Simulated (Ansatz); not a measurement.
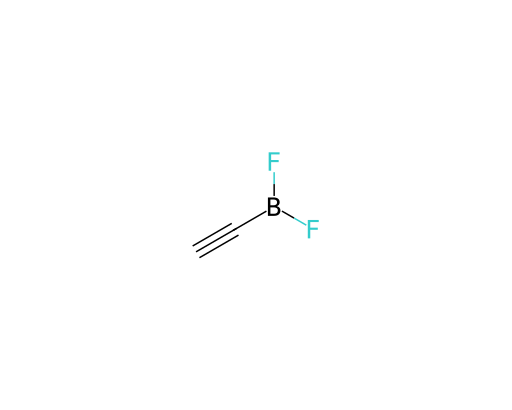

2D structure.

Question: Transcribe the drawing into SMILES.

Answer: C#CB(F)F

Question: What is the molecular formula?

Answer: C2HBF2.

Question: An optimisation with PBE0-D4/def2-TZVP gave a structure of which point group?

Answer: C2v.

More results for the same structure follow; atom numbers are the same in all pictures, views and colours differ. The computed structure is the end point of a PBE0-D4/def2-TZVP optimisation.

## Shape

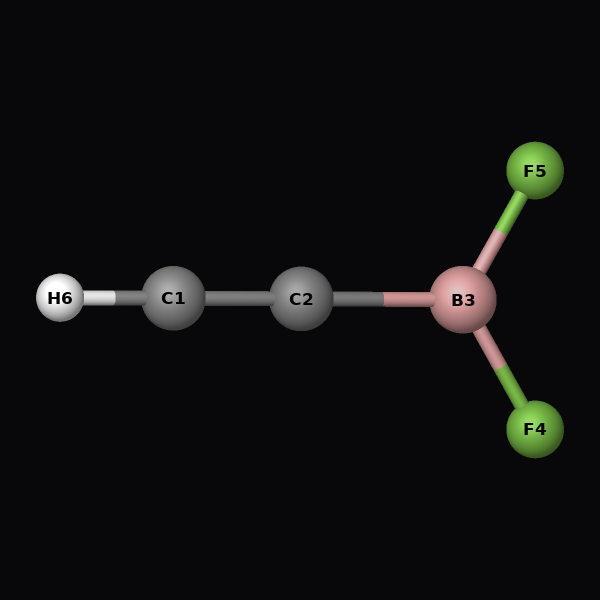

Numbered structure.

Which atoms are bonded, and how long are the bonds?

```tsv
bond	length (Å)	order
C1–C2	1.203	triple
C1–H6	1.066	single
C2–B3	1.521	single
B3–F4	1.316	single
B3–F5	1.316	single
```

## Thermal motion

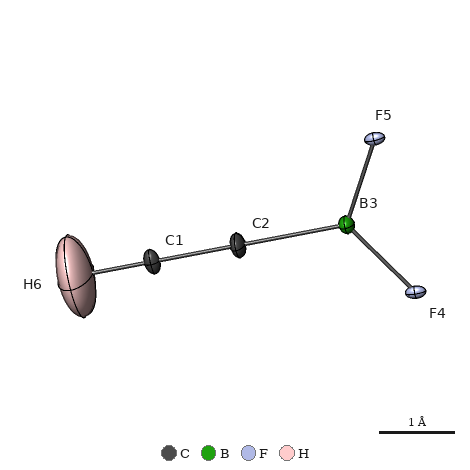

Displacement ellipsoids at the 50 % level, enlarged 2 times, from the internal vibrations of the free molecule (harmonic, no overall translation or rotation; no half-axis is drawn under 0.075 Å). Vibrations computed with RKS PBE0-D4/def2-TZVP (Ansatz 0.2.0). Temperature: 100 K.

List U_eq and the three principal root-mean-square amplitudes for each kind of atom.

| atom | U_eq (Å²) | rms amplitudes (Å) |
| --- | --- | --- |
| C1 | 0.0020 | 0.034, 0.038, 0.057 |
| C2 | 0.0028 | 0.032, 0.055, 0.066 |
| B3 | 0.0017 | 0.034, 0.040, 0.048 |
| F4, F5 | 0.0010 | 0.015, 0.028, 0.045 |
| H6 | 0.0228 | 0.076, 0.169, 0.184 |

## Vibrations

Harmonic vibrations computed with RKS PBE0-D4/def2-TZVP (Ansatz 0.2.0) at a stationary point of the same level.

Question: List the wavenumbers.

Answer: 12 modes: 165, 215, 446, 503, 674, 718, 745, 772, 1323, 1431, 2213, 3467 cm⁻¹.

## Dipole moment

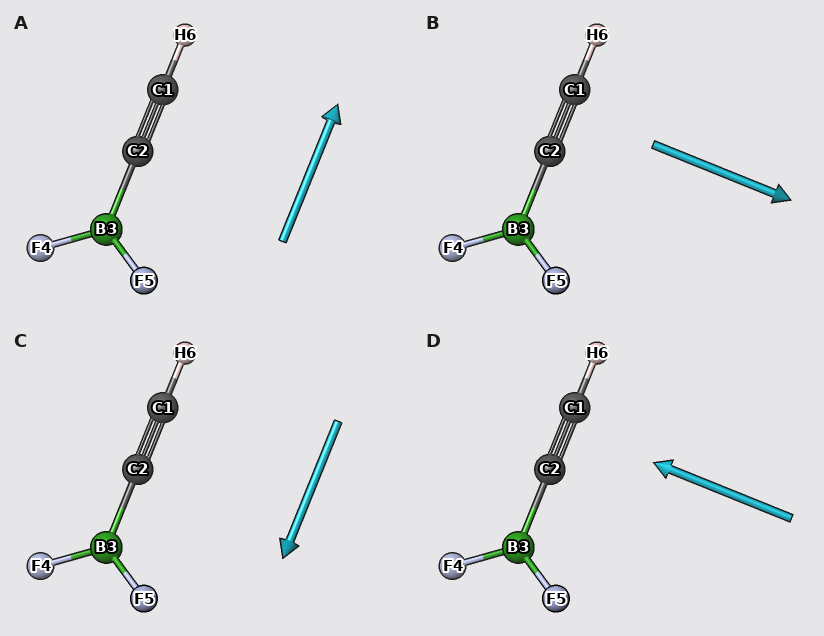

The same molecule four times, each with an arrow. Method: RKS PBE0-D4/def2-TZVP (Ansatz 0.2.0).

Question: Which arrow points along the dipole moment, from the negative to the positive end?

Answer: A. The dipole moment is 1.95 D; it points from the side of F4, F5 to the side of H6 (the outermost atoms at the two ends).

## Charges

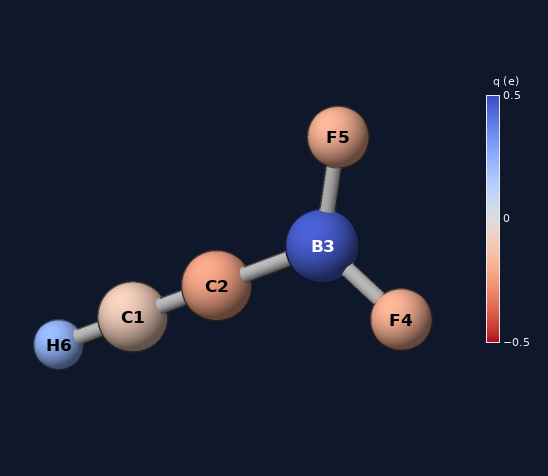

Atoms are coloured by their Mulliken charges. Level of theory: RKS PBE-D4/def2-TZVPP (Ansatz 0.2.0).

Question: Which atom carries the highest charge (most positive or least negative)?

Answer: B3 (0.46 e).

Question: And the lowest?

Answer: C2 (−0.22 e).

Give the Mulliken charges atom by atom.

```tsv
atom	value (e)
C1	−0.09
C2	−0.22
B3	0.46
F4	−0.18
F5	−0.18
H6	0.22
```

Mulliken values depend strongly on the basis set and can even reverse the polarity of a bond.
